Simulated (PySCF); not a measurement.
**C3H7BCl2 (BCl2(nPr)) at 3 levels**

We compute a comparison of 3 runs (HF/6-311G**, B3LYP/6-31G*, MP2/pcseg-1) of C3H7BCl2 (BCl2(nPr)). The job is set up through a Python script.

Program for the calculation: PySCF 2.14.0.

## 1. The system as given

The species is C3H7BCl2 (13 atoms), meant as a singlet with charge 0. As SMILES, `CCCB(Cl)Cl`. The coordinates come from a GFN2-xTB relaxation. This is one conformer, not always the lowest.

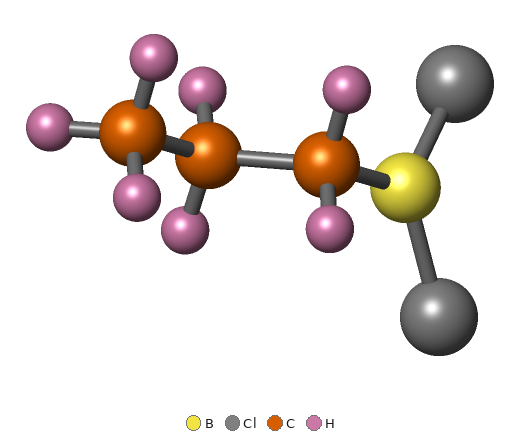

Viewed from a chosen angle; boron yellow, chlorine grey, carbon orange, hydrogen pink.

## 2. Energy and gradient at HF/6-311G(d,p) (run 1)

The input, input.py:

```python
# BCl2(nPr)
from pyscf import gto, scf

mol = gto.M(
    atom='''
B      1.888479     3.170167     1.464500
Cl     5.134802     3.229939     1.476689
Cl     0.304662     5.998539     1.287414
C      0.388868     0.570130     1.478597
C     -0.224310    -0.312088    -1.235390
C     -1.668515    -2.800952    -1.222747
H     -1.398586     0.741415     2.494741
H      1.477501    -0.923641     2.394113
H      1.533494    -0.539063    -2.290216
H     -1.348206     1.134818    -2.182671
H     -3.447579    -2.598600    -0.214484
H     -2.075694    -3.399050    -3.145770
H     -0.564915    -4.271594    -0.304794
''',
    verbose=3,
    unit='bohr',
    spin=0,
    basis='6-311g**',
    charge=0,
    max_memory=1860,
)

mf = scf.RHF(mol)
mf.conv_tol = 1e-10
mf.kernel()
if not mf.converged:
    mf = mf.newton().run(mf.mo_coeff, mf.mo_occ)

e_final = mf.e_tot
print('E = %.10f Eh' % e_final)
grad = mf.nuc_grad_method().kernel()
dip = mf.dip_moment()
pop, q = mf.mulliken_pop()
```

Run with:

```
$ OMP_NUM_THREADS=1 python input.py
```

The log of the run:

```text
converged SCF energy = -1061.50825056465
[... 9 lines left out ...]
Dipole moment(X, Y, Z, Debye): -0.89611, -1.52934, -0.16425
[... 180 lines left out ...]
charge of   12H =      0.08970
```

It took 54 s on 1 thread of Intel Xeon at 2.70GHz, shared host; peak memory 0.84 GiB.

## 3. Energy and forces at B3LYP/6-31G(d) (Cartesian functions) (run 2)

The input, input.xyz:

```xyz
13

B      0.999340     1.677580     0.774980
Cl     2.717220     1.709210     0.781430
Cl     0.161220     3.174290     0.681270
C      0.205780     0.301700     0.782440
C     -0.118700    -0.165150    -0.653740
C     -0.882940    -1.482200    -0.647050
H     -0.740100     0.392340     1.320160
H      0.781860    -0.488770     1.266910
H      0.811490    -0.285260    -1.211930
H     -0.713440     0.600520    -1.155020
H     -1.824380    -1.375120    -0.113500
H     -1.098410    -1.798700    -1.664670
H     -0.298940    -2.260430    -0.161290
```

The input, calc.py:

```python
# BCl2(nPr)
import pyscf.grad
from pyscf import gto, dft

mol = gto.M(
    atom='input.xyz',
    cart=True,
    basis='6-31g*',
    max_memory=1860,
    verbose=4,
)

ks = dft.RKS(mol, xc='b3lyp')
ks.conv_tol = 1e-10
ks.grids.level = 5
ks.kernel()
if not ks.converged:
    ks = ks.newton().run(ks.mo_coeff, ks.mo_occ)

e_final = ks.e_tot
print(f'total energy: {e_final:.8f} hartree')
grad = ks.Gradients().kernel()
ks.analyze()
```

Run with:

```
$ OMP_NUM_THREADS=1 python calc.py
```

The log of the run:

```text
PySCF version 2.14.0

[... 102 lines left out ...]
DFT Exchange-Correlation Energy =      -79.570986596959543
[... 15 lines left out ...]
MO #14  energy= -6.84248209691973  occ= 2
[... 13 lines left out ...]
MO #28  energy= -0.344183415581067 occ= 2
[... 13 lines left out ...]
MO #42  energy= 0.207657979922571  occ= 0
[... 13 lines left out ...]
MO #56  energy= 0.521265875299981  occ= 0
[... 13 lines left out ...]
MO #70  energy= 0.869235700669727  occ= 0
[... 13 lines left out ...]
MO #84  energy= 1.26361889846701   occ= 0
[... 13 lines left out ...]
MO #98  energy= 2.10823968728814   occ= 0
[... 13 lines left out ...]
MO #112 energy= 4.49538010806096   occ= 0
[... 128 lines left out ...]
Dipole moment(X, Y, Z, Debye): -0.75463, -1.28409, -0.17315
```

Run time: 65 s. Hardware: 1 thread of Intel Xeon at 2.70GHz, shared host; peak memory 1.1 GiB.

## 4. Energy and gradient at MP2/pcseg-1 (run 3)

Edit input.py of step 2 so:

```diff
@@ -1,6 +1,6 @@
-# BCl2(nPr)
-from pyscf import gto, scf
+import pyscf.grad
+from pyscf import gto, scf, mp
 
-mol = gto.M(
-    atom='''
+mol = gto.Mole()
+mol.atom = '''
 B      1.888479     3.170167     1.464500
@@ -18,10 +18,8 @@
 H     -0.564915    -4.271594    -0.304794
-''',
-    verbose=3,
-    unit='bohr',
-    spin=0,
-    basis='6-311g**',
-    charge=0,
-    max_memory=1860,
-)
+'''
+mol.verbose = 4
+mol.max_memory = 1860
+mol.basis = 'pcseg-1'
+mol.unit = 'bohr'
+mol.build()
 
@@ -33,5 +31,6 @@
 
-e_final = mf.e_tot
-print('E = %.10f Eh' % e_final)
-grad = mf.nuc_grad_method().kernel()
+pt = mp.MP2(mf, frozen=14).run()
+e_tot = pt.e_tot
+print('E(%s) = %.9f' % ('MP2', e_tot))
+grad = pt.Gradients().kernel()
 dip = mf.dip_moment()
```

Run with:

```
$ OMP_NUM_THREADS=1 python input.py
```

The log of the run:

```text
PySCF version 2.14.0

[... 69 lines left out ...]
converged SCF energy = -1061.35120031018
[... 17 lines left out ...]
Dipole moment(X, Y, Z, Debye): -0.91974, -1.56985, -0.16517
[... 141 lines left out ...]
charge of   12H =      0.09419
```

Wall time 59 s (1 thread of Intel Xeon at 2.70GHz, shared host); peak memory 1.4 GiB.

## 5. All runs side by side

| run | level | Cartesian functions | integration grid | energy (Eh) | dipole moment (D) of the reference | HOMO energy (eV) | LUMO energy (eV) | wall time |
| --- | --- | --- | --- | --- | --- | --- | --- | --- |
| 1 | HF/6-311G** | no | – | -1061.508251 | 1.78 | -11.98 | 2.63 | 54 s |
| 2 | B3LYP/6-31G* (Cartesian functions) | yes | 5 | -1063.874083 | 1.50 | -8.28 | -1.14 | 65 s |
| 3 | MP2/pcseg-1 | no | – | -1062.125035 | 1.83 | -12.08 | 2.52 | 59 s |

## 6. Outcome

```
                                           quantity           value
                                run 3: total energy  -1062.12504 Eh
        run 3: dipole moment (Hartree–Fock density)          1.83 D
         run 3: HOMO energy (Hartree–Fock orbitals)       -12.08 eV
         run 3: LUMO energy (Hartree–Fock orbitals)         2.52 eV
       run 3: HOMO–LUMO gap (Hartree–Fock orbitals)        14.59 eV
run 3: correlation energy (14 core orbitals frozen)      -773.8 mEh
                    run 3: largest force on an atom      1.566 eV/Å
```

All runs together took 3 min, the longest 65 s.
